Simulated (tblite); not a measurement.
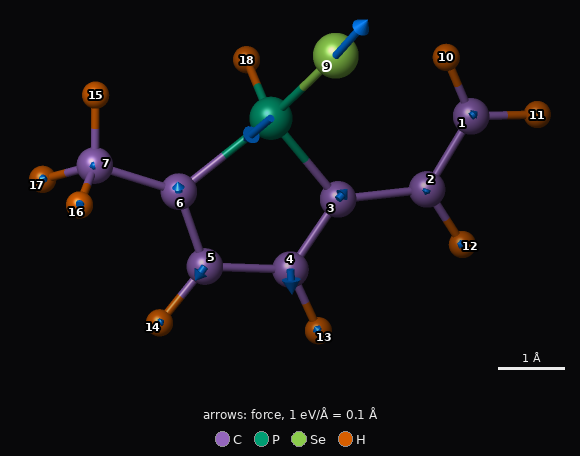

Starting geometry of C$_{7}$H$_{9}$PSe with the computed forces as blue arrows. The picture is a ball-and-stick view, seen at a tilt.

Theory: tblite, GFN2-xTB geometry optimisation, gas phase. 

**Is this structure relaxed? If not, where do the atoms go?**

It isn't relaxed: the largest force vector, on the Se atom, is 11.03 eV/Å. The final displacements have little in common with the starting forces (cosine between the two patterns 0.15). After 118 geometry steps the energy has fallen by 37.1 kcal/mol. The largest move after the best rigid fit is that of an H atom, 0.86 Å. By element the largest moves are H 0.86 Å, Se 0.54 Å, C 0.18 Å, P 0.09 Å. Near-neighbour distances that change, for instance: P–Se 1.856 → 2.080 Å, C–C 1.305 → 1.354 Å, C–H 1.121 → 1.079 Å, C–C 1.413 → 1.443 Å. Among the angles between lasting bonds that change: C–P–Se 132.7° → 115.6°, C–P–Se 110.1° → 120.9°, Se–P–H 107.2° → 116.2°. Groups turn about C–C by about 45°. The run took 1.1 s on 1 thread of Arm Neoverse V1, with other jobs on the host.
